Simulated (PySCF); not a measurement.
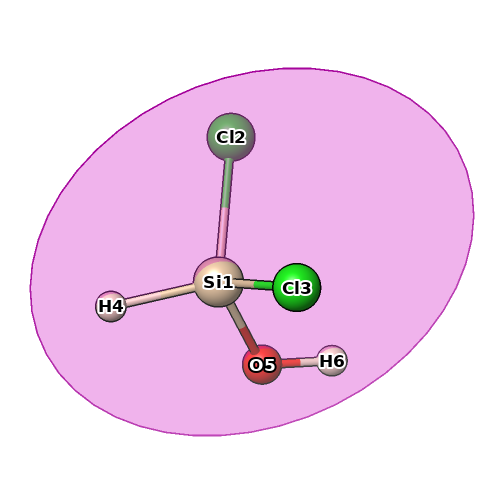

A disc through the centre of mass is drawn in. Atoms fade into the background with distance from the viewer. Computed geometry: PBE0-D4/def2-TZVP optimisation. No frequency run is at hand to confirm it as a minimum.

> Is the plane of the disc a mirror plane of the structure?

Yes. The reflection leaves Si1, H4, O5, H6 in place and moves Cl2 ↔ Cl3. The point group is Cs.
